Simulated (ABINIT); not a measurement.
**LiBH4 (F-43m): G0W0 with ABINIT, start to end**

Wanted: ground state, empty states, screening and self-energy for LiBH4 (F-43m).

Method: PBEsol and many-body steps on it, plane waves, in ABINIT 10.8.3.

## (1) The structure

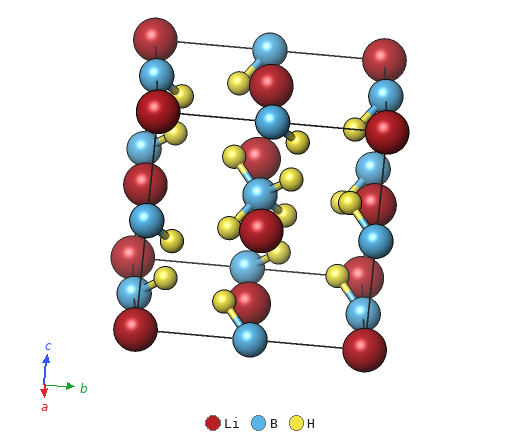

Start, viewed slightly off an axis; lithium red, boron blue, hydrogen yellow. This picture shows the conventional cell, with its axes. Some periodic images of atoms are drawn too.

The cell and positions are those that the Materials Project relaxed with its own functionals (PBE, PBE+U or r2SCAN), kept fixed.

## (2) Ground state

This step: ABINIT 10.8.3; DFT, PBEsol, plane waves, norm-conserving pseudopotentials.

The ground-state density comes first.

run.abi

```
acell 3*1.0 Angstrom
rprim 
  0.000000000000 2.855319000000 2.855319000000
  2.855319000000 0.000000000000 2.855319000000
  2.855319000000 2.855319000000 -0.000000000000
ntypat 3
znucl 3 5 1
natom 6
typat 1 2 3 3 3 3
xred 
  0.000000000000 0.000000000000 0.000000000000
  0.500000000000 0.500000000000 0.500000000000
  0.376786667500 0.376786667500 0.376786667500
  0.869639997500 0.376786667500 0.376786667500
  0.376786667500 0.376786667500 0.869639997500
  0.376786667500 0.869639997500 0.376786667500
pp_dirpath "pseudos"
pseudos "Li.upf, B.upf, H.upf"
ecut 34
ngkpt 6 6 6
nshiftk 1
shiftk 0 0 0
kptopt 1
chksymbreak 0
nband 12
occopt 1
tolvrs 1e-10
nstep 60
prtwf 0
optforces 0
optstress 0
indata_prefix "in"
outdata_prefix "out"
tmpdata_prefix "tmp"
```

Run with:

```sh
OMP_NUM_THREADS=1 mpirun -n 4 abinit run.abi > log
```

Numbers of over 12 decimals in the logs are rounded to 6 here.

Output:

```text
.Version 10.8.3 of ABINIT. v10.8.2 released Aug 2026.

 Symmetries : space group F-4 3 m (#216); Bravais cF (face-center cubic)
================================================================================
 Values of the parameters that define the memory need of the present run
     intxc =       0    ionmov =       0      iscf =       7    lmnmax =       4
     lnmax =       4     mgfft =      45  mpssoang =       2    mqgrid =    3001
     natom =       6  nloc_mem =       1    nspden =       1   nspinor =       1
    nsppol =       1      nsym =      24    n1xccc =    2501    ntypat =       3
    occopt =       1   xclevel =       2
-    mband =          12        mffmem =           1         mkmem =           4
       mpw =        2993          nfft =       91125          nkpt =          16
================================================================================
  Rough estimation (10% accuracy) of disk space for files :
================================================================================

--------------------------------------------------------------------------------
------------- Echo of variables that govern the present computation ------------
--------------------------------------------------------------------------------
 -outvars: echo values of preprocessed input variables --------
            acell      1.8897261259E+00  1.8897261259E+00  1.8897261259E+00 Bohr

      chksymbreak           0
             ecut      3.40000000E+01 Hartree
-          fftalg         312

              ixc     -116133
              kpt      0.00000000E+00  0.00000000E+00  0.00000000E+00
                       1.66666667E-01  0.00000000E+00  0.00000000E+00
                       3.33333333E-01  0.00000000E+00  0.00000000E+00
                       5.00000000E-01  0.00000000E+00  0.00000000E+00
                       1.66666667E-01  1.66666667E-01  0.00000000E+00
                       3.33333333E-01  1.66666667E-01  0.00000000E+00
                       5.00000000E-01  1.66666667E-01  0.00000000E+00
                      -3.33333333E-01  1.66666667E-01  0.00000000E+00
                      -1.66666667E-01  1.66666667E-01  0.00000000E+00
   [... 5 further rows ...]
                      -3.33333333E-01  3.33333333E-01  1.66666667E-01
                      -3.33333333E-01  5.00000000E-01  1.66666667E-01
         kptrlatt        6    0    0      0    6    0      0    0    6
          kptrlen      4.57846344E+01
P           mkmem           4
            natom           6
            nband          12
            ngfft          45      45      45
             nkpt          16
            nstep          60
             nsym          24
           ntypat           3
              occ      2.000000  2.000000  2.000000  2.000000  2.000000  0.000000
                       0.000000  0.000000  0.000000  0.000000  0.000000  0.000000
        optforces           0
        optstress           0
            prtwf           0
            rprim      0.0000000000E+00  2.8553190000E+00  2.8553190000E+00
[...]
spgroup         216

           tolvrs      1.00000000E-10

             xred      0.0000000000E+00  0.0000000000E+00  0.0000000000E+00
[...]
znucl        3.00000    5.00000    1.00000

================================================================================

 chkinp: Checking input parameters for consistency.

================================================================================
== DATASET  1 ==================================================================
-   mpi_nproc: 4, omp_nthreads: 1 (-1 if OMP is not activated)

--- !DatasetInfo
iteration_state: {dtset: 1, }
dimensions: {natom: 6, nkpt: 16, mband: 12, nsppol: 1, nspinor: 1, nspden: 1, mpw: 2993, }
cutoff_energies: {ecut:  34.0, pawecutdg:  -1.0, }
electrons: {nelect:   1.00000000E+01, charge:   0.00000000E+00, occopt:   1.00000000E+00, tsmear:   1.00000000E-02, }

 Real(R)+Recip(G) space primitive vectors, cartesian coordinates (Bohr,Bohr^-1):
 R(1)=  0.0000000  5.3957709  5.3957709  G(1)= -0.0926652  0.0926652  0.0926652
 R(2)=  5.3957709  0.0000000  5.3957709  G(2)=  0.0926652 -0.0926652  0.0926652
 R(3)=  5.3957709  5.3957709  0.0000000  G(3)=  0.0926652  0.0926652 -0.0926652
 Unit cell volume ucvol=  3.1418866E+02 bohr^3
 Angles (23,13,12)=  6.00000000E+01  6.00000000E+01  6.00000000E+01 degrees

 getcut: wavevector=  0.0000  0.0000  0.0000  ngfft=  45  45  45
         ecut(hartree)=     34.000   => boxcut(ratio)=   2.19674

--- Pseudopotential description ------------------------------------------------
- Li Generated using ONCVPSP code by D. R. Hamann
-  3.00000   3.00000  180301                  znucl, zion, pspdat
12 -116133 1 -1 1944                          pspcod,pspxc,lmax,lloc,mmax
     nproj     2     2
  pspatm : epsatm=    2.60875052
         --- l  ekb(1:nproj) -->
[...]
pspatm: atomic psp has been read  and splines computed

- B Generated using ONCVPSP code by D. R. Hamann
-  5.00000   3.00000  180301                  znucl, zion, pspdat
12 -116133 1 -1 1534                          pspcod,pspxc,lmax,lloc,mmax
     nproj     2     2
  pspatm : epsatm=    3.20154509
         --- l  ekb(1:nproj) -->
[...]
pspatm: atomic psp has been read  and splines computed

- H Generated using ONCVPSP code by D. R. Hamann
-  1.00000   1.00000  180301                  znucl, zion, pspdat
12 -116133 1 -1 1180                          pspcod,pspxc,lmax,lloc,mmax
     nproj     2     1
  pspatm : epsatm=    0.35585368
         --- l  ekb(1:nproj) -->
[...]
1   -0.494138
 pspatm: atomic psp has been read  and splines computed

   7.23371032E+01                                ecore*ucvol(ha*bohr**3)
--------------------------------------------------------------------------------

_setup2: Arith. and geom. avg. npw (full set) are    2974.319    2974.292

================================================================================

--- !BeginCycle
iteration_state: {dtset: 1, }
solver: {iscf: 7, nstep: 60, nline: 4, wfoptalg: 0, }
tolerances: {tolvrs: 1.00E-10, }

     iter   Etot(hartree)      deltaE(h)  residm     vres2
 ETOT  1  -12.365769882513    -1.237E+01 4.902E-02 7.421E+02
 ETOT  2  -12.442883637619    -7.711E-02 1.416E-03 5.304E+01
 ETOT  3  -12.448443296157    -5.560E-03 8.526E-04 3.383E+00
 ETOT  4  -12.448597432417    -1.541E-04 2.574E-05 1.704E-01
 ETOT  5  -12.448605909441    -8.477E-06 1.218E-05 1.481E-02
 ETOT  6  -12.448606382352    -4.729E-07 4.667E-06 5.834E-04
 ETOT  7  -12.448606393809    -1.146E-08 1.264E-06 2.435E-05
 ETOT  8  -12.448606394395    -5.859E-10 1.475E-06 1.933E-07
 ETOT  9  -12.448606394408    -1.268E-11 3.999E-07 2.838E-09
 ETOT 10  -12.448606394408     1.794E-13 4.617E-07 2.300E-11

 At SCF step   10       vres2   =  2.30E-11 < tolvrs=  1.00E-10 =>converged.

--- !ResultsGS
iteration_state: {dtset: 1, }
comment   : Summary of ground state results
lattice_vectors:
- [  0.0000000,   5.3957709,   5.3957709, ]
- [  5.3957709,   0.0000000,   5.3957709, ]
- [  5.3957709,   5.3957709,  -0.0000000, ]
lattice_lengths: [   7.63077,    7.63077,    7.63077, ]
lattice_angles: [ 60.000,  60.000,  60.000, ] # degrees, (23, 13, 12)
lattice_volume:   3.1418866E+02
convergence: {deltae:  1.794E-13, res2:  2.300E-11, residm:  4.617E-07, diffor:  0.000E+00, }
etotal    :  -1.24486064E+01
entropy   :   0.00000000E+00
fermie    :  -7.08920318E-02
cartesian_stress_tensor: null
pressure_GPa: null
xred      :
- [  0.0000E+00,   0.0000E+00,   0.0000E+00, Li]
- [  5.0000E-01,   5.0000E-01,   5.0000E-01,  B]
- [  3.7679E-01,   3.7679E-01,   3.7679E-01,  H]
- [  8.6964E-01,   3.7679E-01,   3.7679E-01,  H]
- [  3.7679E-01,   3.7679E-01,   8.6964E-01,  H]
- [  3.7679E-01,   8.6964E-01,   3.7679E-01,  H]
cartesian_forces: null
force_length_stats: {min: null, max: null, mean: null, }

 Integrated electronic density in atomic spheres:
 ------------------------------------------------
 Atom  Sphere_radius  Integrated_density
[...]
================================================================================

 ----iterations are completed or convergence reached----

 Mean square residual over all n,k,spin=   24.081E-10; max=  46.170E-08
 reduced coordinates (array xred) for    6 atoms
[...]
0.500000000000      0.500000000000      0.500000000000
       0.376786667500      0.376786667500      0.376786667500
       0.869639997500      0.376786667500      0.376786667500
       0.376786667500      0.376786667500      0.869639997500
       0.376786667500      0.869639997500      0.376786667500
 rms dE/dt=  0.0000E+00; max dE/dt=  0.0000E+00; dE/dt below (all hartree)
    1       0.000000000000      0.000000000000      0.000000000000
    2       0.000000000000      0.000000000000      0.000000000000
    3       0.000000000000      0.000000000000      0.000000000000
    4       0.000000000000      0.000000000000      0.000000000000
    5       0.000000000000      0.000000000000      0.000000000000
    6       0.000000000000      0.000000000000      0.000000000000

 cartesian coordinates (angstrom) at end:
    1      0.000000     0.000000     0.000000
    2      2.855319     2.855319     2.855319
    3      2.151692     2.151692     2.151692
    4      2.151692     3.558946     3.558946
    5      3.558946     3.558946     2.151692
    6      3.558946     2.151692     3.558946
 length scales=  1.889726125908  1.889726125908  1.889726125908 bohr
              =  1.000000000000  1.000000000000  1.000000000000 angstroms
 prteigrs : about to open file out_EIG
 Fermi (or HOMO) energy (hartree) =  -0.07089   Average Vxc (hartree)=  -0.30004
 Eigenvalues (hartree) for nkpt=  16  k points:
 kpt#   1, nband= 12, wtk=  0.00463, kpt=  0.0000  0.0000  0.0000 (reduced coord)
  -1.67503   -0.35746   -0.07089   -0.07089   -0.07089    0.19439    0.25260    0.25260
   0.25260    0.32405    0.38658    0.38658
 prteigrs : prtvol=0 or 1, do not print more k-points.

--- !EnergyTerms
iteration_state     : {dtset: 1, }
comment             : Components of total free energy in Hartree
kinetic             :  9.47867966732239E+00
hartree             :  2.82203960605937E+00
xc                  : -4.25099606206456E+00
Ewald energy        : -6.29401107506731E+00
psp_core            :  2.30234609957626E-01
local_psp           : -9.58613257785256E+00
non_local_psp       : -4.84842056276273E+00
total_energy        : -1.24486063944078E+01
total_energy_eV     : -3.38743836822419E+02
band_energy         : -4.69295657458120E+00

== END DATASET(S) ==============================================================
================================================================================

 -outvars: echo values of variables after computation  --------
           etotal     -1.2448606394E+01
            nband          12
             nkpt          16
          spgroup         216
 [... the other variables as echoed above ...]

 Calculation completed.
```

It took 7.1 s on 4 MPI ranks of Arm Neoverse V2, shared host; peak memory 0.32 GiB.

This step gave:

```yaml
total_energy: -338.7438 eV
gap: 5.992 eV
k_of_the_valence_top: 0, 0, 0
k_of_the_conduction_bottom: 0.5, 0, 0
least_direct_gap: 6.297 eV
```

The gap is indirect, with the least direct gap 0.31 eV higher.

(Part 1 of 3 ends here.)

[Paths, hosts, dates, memory and timing lines, banners, echoed tables and standing remarks are left out of the program output.]

[Logs are printed without paths, hosts, clocks, repeated set-up lines and the standing remarks that a program may print on its own settings, such as how far it seeks lower states.]

[Runs of the session that timed out or met a known fault of the program may be left out.]

[Hosts, paths, dates, database ids (printed as entryN), source tags and the programs' standing remarks are cut or masked in the printed files.]

[G0W0 gaps are taken among the corrected bands and points alone; a level outside them can change the order at an edge.]

[Where Ansatz stands beside ABINIT at settings called matched, ABINIT's density can come from a denser mesh and the files from another edition; pairs whose starting gaps differed by over 0.03 eV were left out, so agreement reads better than it is.]
